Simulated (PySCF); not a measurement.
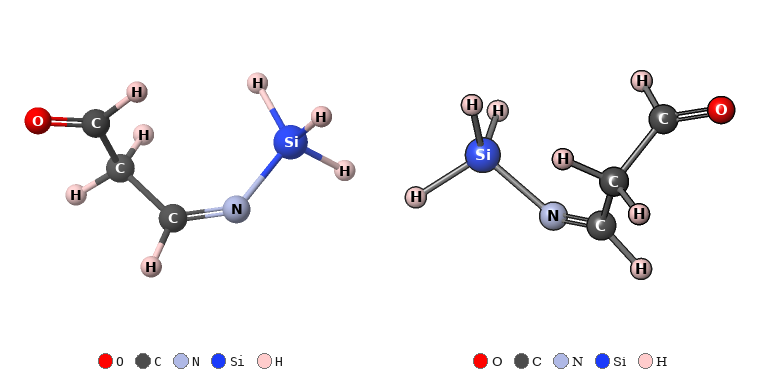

The same structure drawn twice, from different directions.

The computed structure is the end point of a PBE0-D3(BJ)/def2-SVP optimisation. No frequency run is at hand to confirm it as a minimum.

> Count the atoms of each element.

C₃H₇NOSi, 13 atoms: 3 carbon, 7 hydrogen, 1 nitrogen, 1 oxygen and 1 silicon.

> What is its SMILES?

O=CC/C=N\[SiH3]

> Give the symmetry (Schoenflies symbol).

C1.

More results for the same structure follow; atom numbers are the same in all pictures, views and colours differ.

Geometry

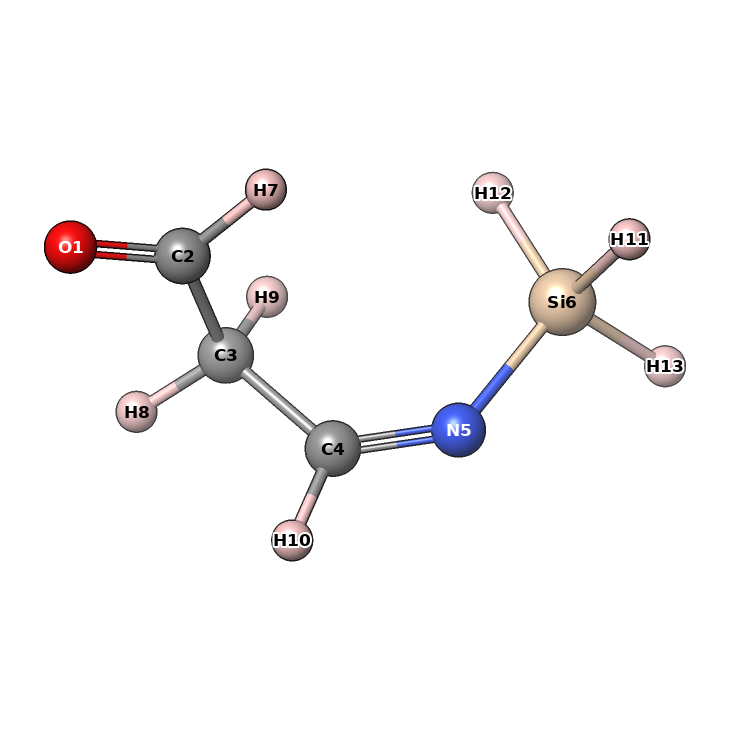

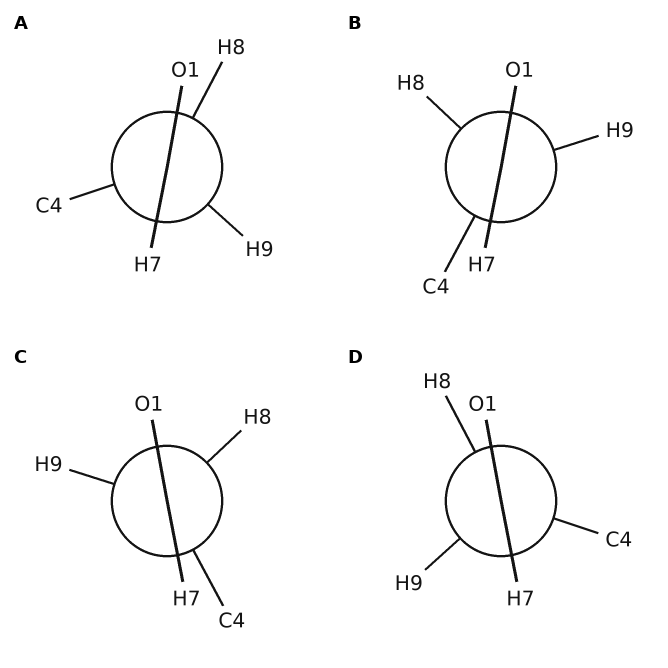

Distant atoms are faded towards the background colour. Bonds that would overlap in a projection are set slightly apart. No frequency run is at hand to confirm it as a minimum.

> Which Newman projection shows the view along C2–C3, with C2 in front?

A. The torsion angle O1–C2–C3–C4 is −119°, anticlinal.

Core levels

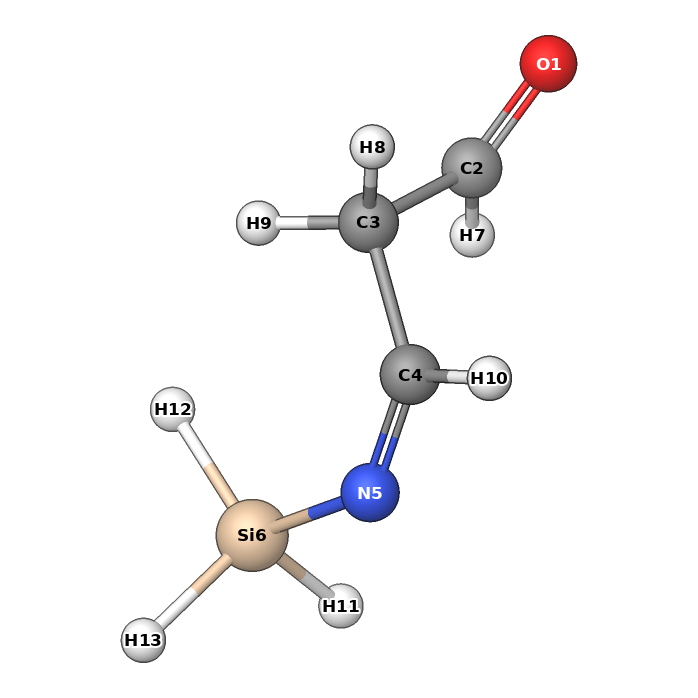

No frequency run is at hand to confirm it as a minimum. Method: delta-SCF UKS PBE0, pcX-2 on the ionised atom, pcseg-1 elsewhere, spin-free X2C (PySCF 2.14.0).

Give the core-electron binding energies (to vacuum; p and d levels without spin–orbit splitting) of O1 1s, C2 1s, C3 1s, C4 1s, N5 1s, Si6 1s, Si6 2p.

| atom | level | binding energy (eV) |
| --- | --- | --- |
| O1 | 1s | 537.7 |
| C2 | 1s | 293.4 |
| C3 | 1s | 291.1 |
| C4 | 1s | 292.1 |
| N5 | 1s | 403.9 |
| Si6 | 1s | 1844.9 |
| Si6 | 2p | 107.1 |

Spin–spin coupling

No frequency run is at hand to confirm it as a minimum. Method: B3LYP/cc-pVTZ indirect spin-spin coupling, non-relativistic, gas phase (PySCF 2.14.0). Isotopes: 13C, 1H, 15N, 17O, 29Si.

Give the spin–spin coupling constants of these pairs, with the number of bonds between them: C4/N5, Si6/H11, Si6/H13, N5/H11, N5/H10, C2/N5.

| pair | bonds apart | J (Hz) |
| --- | --- | --- |
| C4, N5 | 1 | −16.9 |
| Si6, H11 | 1 | −176.6 |
| Si6, H13 | 1 | −180.2 |
| N5, H11 | 2 | −5.7 |
| N5, H10 | 2 | −12.1 |
| C2, N5 | 3 | −1.1 |

Electronic properties

No frequency run is at hand to confirm it as a minimum. Method: B3LYP/6-31G*, gas phase (PySCF 2.14.0).

> What is the dipole moment?

1.56 D.

> Give the HOMO energy (Kohn–Sham orbital) at this level.

−6.77 eV.

> Estimate the HOMO–LUMO gap.

5.21 eV.
